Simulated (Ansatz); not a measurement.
# CH₆FNO₂Si: how energies converge with the basis set

Aim: see how fast density functionals converge with the basis set for CH₆FNO₂Si.

The runs use Ansatz 0.2.0, Gaussian basis; one geometry, several basis sets.

The runs, in order: PBE0-D4/def2-SVP; ωB97M-V/def2-SVP; PBE0-D4/def2-QZVPP; ωB97M-V/def2-QZVPP; the functionals' def2-TZVPP values are taken from earlier runs.

## Step 1: The geometry

All runs share one geometry, relaxed beforehand with PBE0-D4 in a triple-zeta def2 set.

SMILES `CO[Si](N)(O)F`, 12 atoms, charge 0, spin multiplicity 1.

Atoms are counted from 1 here; the program's logs count them from 0.

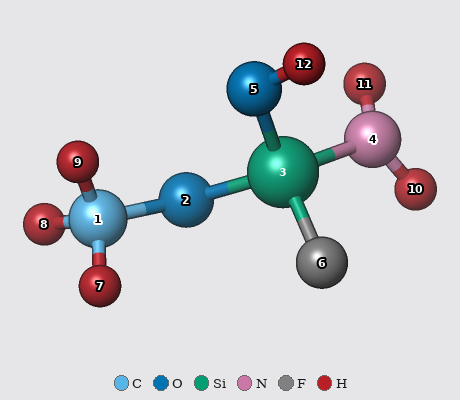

The geometry (colours as in the key); atoms are numbered from 1 in the order of the file.

## Step 2: PBE0-D4 in def2-SVP

in.yaml reads:

```yaml
crystal:
  periodic: [false, false, false]
  atoms:
    - {symbol: C, position_ang: [-0.124051, 1.694072, 1.110315]}
    - {symbol: O, position_ang: [0.309429, 0.367727, 0.891914]}
    - {symbol: Si, position_ang: [0.168347, -0.442379, -0.502295]}
    - {symbol: N, position_ang: [0.590215, -2.074849, -0.380186]}
    - {symbol: O, position_ang: [-1.369755, -0.228315, -0.998374]}
    - {symbol: F, position_ang: [1.173228, 0.170488, -1.579044]}
    - {symbol: H, position_ang: [0.500758, 2.406000, 0.562115]}
    - {symbol: H, position_ang: [-0.039648, 1.905982, 2.177175]}
    - {symbol: H, position_ang: [-1.165416, 1.826775, 0.803678]}
    - {symbol: H, position_ang: [1.551969, -2.349529, -0.493953]}
    - {symbol: H, position_ang: [0.106741, -2.680353, 0.262038]}
    - {symbol: H, position_ang: [-1.624816, -0.650718, -1.819482]}
basis:
  gaussian: {orbitals: def2-SVP}
hamiltonian: {xc: pbe0, dispersion: d4}
output: {orbitals: {seedname: orbitals}}
```

On the command line:

```sh
> ansatz run in.yaml --threads 4 --pin off --events-out ev --progress --plain --max-ram 10444MiB
```

Standard output:

```text
Functional definition: PBE0
  name "PBE0"
  cite "Adamo & Barone, J. Chem. Phys. 110, 6158 (1999) doi:10.1063/1.478522"
  cite "Perdew, Burke & Ernzerhof, Phys. Rev. Lett. 77, 3865 (1996) doi:10.1103/PhysRevLett.77.3865"
  parent pbe
  parameter a = 0.25
  parameter kappa = 0.804
  parameter beta = 0.06672455060314922
  exchange = (1 - a)*pbe_x(kappa = kappa, mu = beta*pi^2/3) + a*exact_x
  correlation = pbe_c(beta = beta)
1308 factors; their error is unknown
mean field evaluation 1: about -17284.4675 eV, gradient 7.7e1 eV
mean field evaluation 2: about -17278.6707 eV, gradient 9.5e1 eV
mean field evaluation 4: about -17295.1336 eV, gradient 3.0e0 eV
mean field evaluation 8: about -17295.1498 eV, gradient 4.1e-2 eV
mean field evaluation 16: about -17295.2052 eV, gradient 4.9e-5 eV
mean field -17295.20515598 eV, -635.5870663713 hartree, gradient 4.9e-5 eV, S^2 0.000000; 0 other end points of the search recorded, 0 dependent functions left out
reference -17295.20518235 eV, -635.5870673403 hartree; 29, 29 occupied and 89, 89 virtual orbitals, 1308 factors
Total energy: -17295.41763574 eV, -635.5948748585 hartree
```

It took 1.3 s on 4 threads of Intel Xeon Platinum 8259CL at 2.50GHz, shared host; peak memory 0.53 GiB.

## Step 3: ωB97M-V in def2-SVP

in.yaml: that of step 2 with these lines changed.

```diff
@@ -17,3 +17,3 @@
   gaussian: {orbitals: def2-SVP}
-hamiltonian: {xc: pbe0, dispersion: d4}
+hamiltonian: {xc: {name: wB97M-V}}
 output: {orbitals: {seedname: orbitals}}
```

Same command.

Standard output (excerpt; [...] marks lines left out):

```text
Functional definition: wB97M-V
  name "wB97M-V"
  cite "Mardirossian & Head-Gordon, J. Chem. Phys. 144, 214110 (2016) doi:10.1063/1.4952647"
  cite "Becke, J. Chem. Phys. 107, 8554 (1997) doi:10.1063/1.475007"
  cite "Vydrov & Van Voorhis, J. Chem. Phys. 133, 244103 (2010) doi:10.1063/1.3521275"
  # Of w^i u^j: cxij and so on, Table III.
[...]
  gx(w, u) = 1 - cx + cx01*u + cx10*w
  gss(w, u) = css00 + css04*u^4 + css10*w + css20*w^2 + css43*w^4*u^3
  gos(w, u) = cos00 + cos10*w + (cos20 + cos21*u)*w^2 + (cos60 + cos61*u)*w^6
[...]
      + integral(e_c_pw_mod_opposite_spin*gos(b97_w_opposite, b97_u_opposite)) + vv10(b, c)
1308 factors; their error is unknown
317 factors; integrals over basis functions are off by at most 8.0e-6 eV
[...]
mean field -17304.90187417 eV, -635.9434141920 hartree, gradient 2.0e-5 eV, S^2 0.000000; 0 other end points of the search recorded, 0 dependent functions left out
reference -17304.90191657 eV, -635.9434157501 hartree; 29, 29 occupied and 89, 89 virtual orbitals, 1308 factors
Total energy: -17304.90191657 eV, -635.9434157501 hartree
```

It took 4 s on 4 threads of Intel Xeon Platinum 8259CL at 2.50GHz, shared host; peak memory 0.53 GiB.

## Step 4: PBE0-D4 in def2-QZVPP

in.yaml: that of step 3 with these lines changed.

```diff
@@ -16,4 +16,4 @@
 basis:
-  gaussian: {orbitals: def2-SVP}
-hamiltonian: {xc: {name: wB97M-V}}
+  gaussian: {orbitals: "def2-QZVPP.json"}
+hamiltonian: {xc: pbe0, dispersion: d4}
 output: {orbitals: {seedname: orbitals}}
```

The command is unchanged.

Standard output:

```text
Functional definition: PBE0
  name "PBE0"
  cite "Adamo & Barone, J. Chem. Phys. 110, 6158 (1999) doi:10.1063/1.478522"
  cite "Perdew, Burke & Ernzerhof, Phys. Rev. Lett. 77, 3865 (1996) doi:10.1103/PhysRevLett.77.3865"
  parent pbe
  parameter a = 0.25
  parameter kappa = 0.804
  parameter beta = 0.06672455060314922
  exchange = (1 - a)*pbe_x(kappa = kappa, mu = beta*pi^2/3) + a*exact_x
  correlation = pbe_c(beta = beta)
1650 factors; their error is unknown
mean field evaluation 1: about -17296.8639 eV, gradient 9.2e1 eV
mean field evaluation 2: about -17285.1426 eV, gradient 1.2e2 eV
mean field evaluation 4: about -17310.8872 eV, gradient 5.9e0 eV
mean field evaluation 8: about -17310.9421 eV, gradient 7.1e-2 eV
mean field evaluation 16: about -17310.9508 eV, gradient 3.6e-5 eV
mean field -17310.95079768 eV, -636.1657080308 hartree, gradient 3.6e-5 eV, S^2 0.000000; 0 other end points of the search recorded, 0 dependent functions left out
reference -17310.95083728 eV, -636.1657094862 hartree; 29, 29 occupied and 506, 506 virtual orbitals, 1650 factors
Total energy: -17311.16329067 eV, -636.1735170043 hartree
```

Wall time 11 s (4 threads of Intel Xeon Platinum 8259CL at 2.50GHz, shared host); peak memory 2.1 GiB.

## Step 5: ωB97M-V in def2-QZVPP

in.yaml: that of step 4 with these lines changed.

```diff
@@ -17,3 +17,3 @@
   gaussian: {orbitals: "def2-QZVPP.json"}
-hamiltonian: {xc: pbe0, dispersion: d4}
+hamiltonian: {xc: {name: wB97M-V}}
 output: {orbitals: {seedname: orbitals}}
```

Same command.

Standard output (excerpt; [...] marks lines left out):

```text
Functional definition: wB97M-V
  name "wB97M-V"
  cite "Mardirossian & Head-Gordon, J. Chem. Phys. 144, 214110 (2016) doi:10.1063/1.4952647"
  cite "Becke, J. Chem. Phys. 107, 8554 (1997) doi:10.1063/1.475007"
  cite "Vydrov & Van Voorhis, J. Chem. Phys. 133, 244103 (2010) doi:10.1063/1.3521275"
  # Of w^i u^j: cxij and so on, Table III.
[...]
  gx(w, u) = 1 - cx + cx01*u + cx10*w
  gss(w, u) = css00 + css04*u^4 + css10*w + css20*w^2 + css43*w^4*u^3
  gos(w, u) = cos00 + cos10*w + (cos20 + cos21*u)*w^2 + (cos60 + cos61*u)*w^6
[...]
      + integral(e_c_pw_mod_opposite_spin*gos(b97_w_opposite, b97_u_opposite)) + vv10(b, c)
1630 factors; their error is unknown
405 factors; integrals over basis functions are off by at most 6.7e-6 eV
[...]
mean field -17320.89129385 eV, -636.5310145273 hartree, gradient 2.2e-5 eV, S^2 0.000000; 0 other end points of the search recorded, 0 dependent functions left out
reference -17320.89135618 eV, -636.5310168179 hartree; 29, 29 occupied and 506, 506 virtual orbitals, 1630 factors
Total energy: -17320.89135618 eV, -636.5310168179 hartree
```

Wall time 21 s (4 threads of Intel Xeon Platinum 8259CL at 2.50GHz, shared host); peak memory 2.5 GiB.

## Step 6: Density functionals: the series

The def2-TZVPP values come from earlier runs at the same geometry.

| functional | basis | functions | energy (eV) | from the largest (eV) | HOMO (eV) | LUMO (eV) |
| --- | --- | --- | --- | --- | --- | --- |
| PBE0-D4 | def2-SVP | 118 | -17295.4176 | 15.746 | -7.70 | 1.39 |
| PBE0-D4 | def2-TZVPP | 281 | -17310.3163 | 0.847 | -7.97 | 0.71 |
| PBE0-D4 | def2-QZVPP | 535 | -17311.1633 | 0.000 | -8.03 | 0.31 |
| ωB97M-V | def2-SVP | 118 | -17304.9019 | 15.989 | -10.12 | 3.03 |
| ωB97M-V | def2-TZVPP | 281 | -17320.0926 | 0.799 | -10.40 | 2.15 |
| ωB97M-V | def2-QZVPP | 535 | -17320.8914 | 0.000 | -10.46 | 1.53 |

## Step 7: Results

```
                                       quantity           value
PBE0-D4: double and triple zeta above quadruple  15.75, 0.85 eV
ωB97M-V: double and triple zeta above quadruple  15.99, 0.80 eV
```

For PBE0-D4 the step from double to triple zeta gains 14.90 eV and the next only 0.85 eV. These are total energies; as a rule much of such shifts cancels in differences, which this series doesn't test. The LUMO of ωB97M-V is positive and keeps falling with the basis (3.03 to 1.53 eV): an unbound level that the basis holds in place.

For PBE0-D4 the largest set took about 8 times as long as the smallest (11 s against 1.3 s).
